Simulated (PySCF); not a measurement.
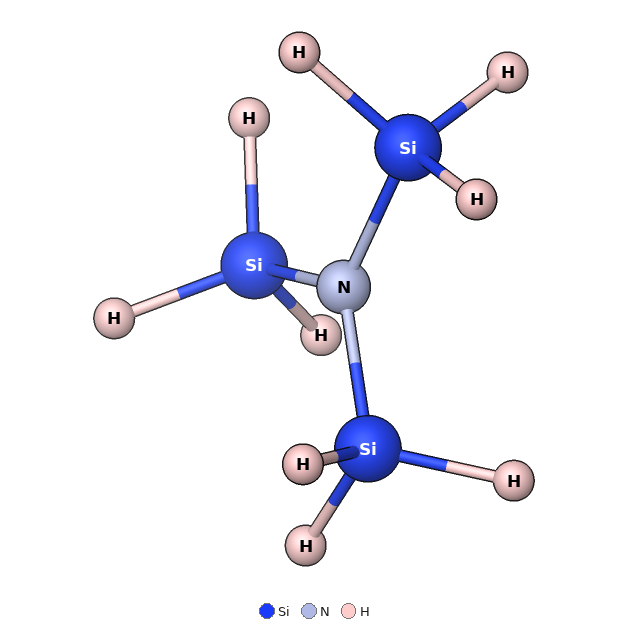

The geometry was computed by an optimisation with PBE0-D3(BJ)/def2-SVP. No frequency run is at hand to confirm it as a minimum.

**Give the formula.**

H9NSi3, 13 atoms: 9 hydrogen, 1 nitrogen and 3 silicon.

**Count the bonded pairs by element.**

9 Si–H, 3 N–Si.

The parts below concern this one geometry. Atoms keep their numbers from picture to picture.

Shape

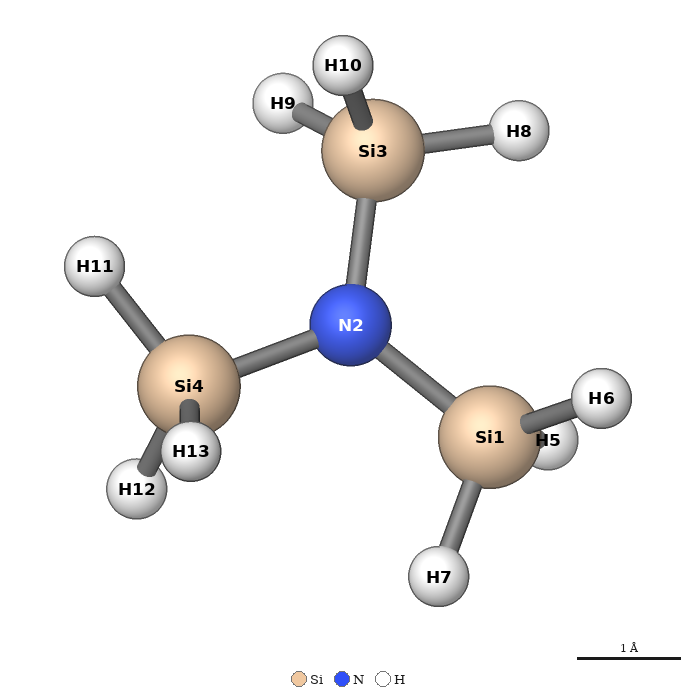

The atoms are numbered. No frequency run is at hand to confirm it as a minimum.

Which atoms are bonded, and how long are the bonds?

```tsv
bond	length (Å)	order
Si1–N2	1.753	single
Si1–H5	1.495	single
Si1–H6	1.495	single
Si1–H7	1.495	single
N2–Si3	1.754	single
N2–Si4	1.754	single
Si3–H8	1.495	single
Si3–H9	1.495	single
Si3–H10	1.495	single
Si4–H11	1.495	single
Si4–H12	1.495	single
Si4–H13	1.495	single
```

Electronic properties

No frequency run is at hand to confirm it as a minimum. Level of theory: PBE0/def2-TZVP, gas phase (PySCF 2.14.0).

**Estimate the HOMO energy (Kohn–Sham orbital).**

−7.64 eV.

**Give the LUMO energy (Kohn–Sham orbital) at this level.**

−0.44 eV.

**Estimate the dipole moment.**

0.01 D.

NMR shielding

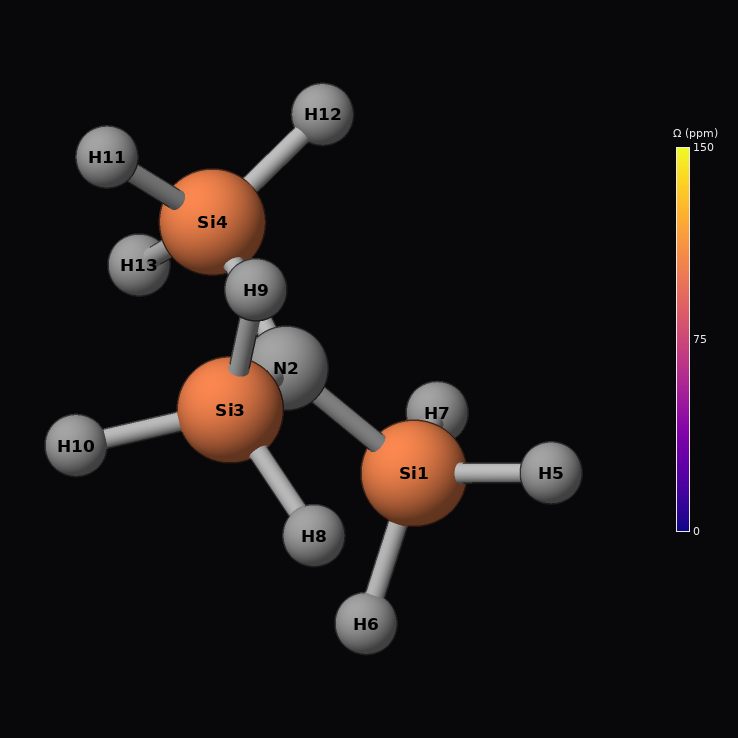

The Si atoms are coloured by the span of their shielding tensor. No frequency run is at hand to confirm it as a minimum. Method: GIAO LC-wPBE/pcSseg-2 NMR shielding, non-relativistic, gas phase (PySCF 2.14.0). Principal shieldings σ11 ≤ σ22 ≤ σ33, span Ω = σ33 − σ11, skew κ = 3(σiso − σ22)/Ω.

Give the shielding tensors of the Si atoms.

```tsv
atom	σ11	σ22	σ33	σiso	Ω	κ
Si1, Si3	354.1	360.5	458.7	391.1	104.5	0.88
Si4	354.1	360.2	458.4	390.9	104.4	0.88
```

Shieldings and span in ppm.

Quadrupole coupling

No frequency run is at hand to confirm it as a minimum. Electric field gradients from the ground-state density, PBE0/6-311+G(2d,p) (PySCF 2.14.0), non-relativistic apart from any core potentials.

Give the largest field-gradient component, the quadrupole coupling constant and the asymmetry for 14N at N2 (Q = 20.44 mb), 2H at H5 (Q = 2.86 mb), 2H at H6 (Q = 2.86 mb), 2H at H7 (Q = 2.86 mb), 2H at H8 (Q = 2.86 mb).

```json
{"atom": "N2", "V_zz (a.u.)": "−0.591", "e²qQ/h (MHz)": "−2.84", "η": "0.00"}
{"atom": "H5", "V_zz (a.u.)": "0.151", "e²qQ/h (MHz)": "0.102", "η": "0.03"}
{"atom": "H6", "V_zz (a.u.)": "0.151", "e²qQ/h (MHz)": "0.102", "η": "0.03"}
{"atom": "H7", "V_zz (a.u.)": "0.151", "e²qQ/h (MHz)": "0.101", "η": "0.06"}
{"atom": "H8", "V_zz (a.u.)": "0.151", "e²qQ/h (MHz)": "0.101", "η": "0.06"}
```

Charges

The questions are on Hirshfeld charges. No frequency run is at hand to confirm it as a minimum. Level of theory: PBE0/def2-SVP, gas phase (PySCF 2.14.0).

List the Hirshfeld charges.

| atom | value (e) |
| --- | --- |
| Si1 | 0.35 |
| N2 | −0.33 |
| Si3 | 0.35 |
| Si4 | 0.35 |
| H5 | −0.08 |
| H6 | −0.08 |
| H7 | −0.08 |
| H8 | −0.08 |
| H9 | −0.08 |
| H10 | −0.08 |
| H11 | −0.08 |
| H12 | −0.08 |
| H13 | −0.08 |
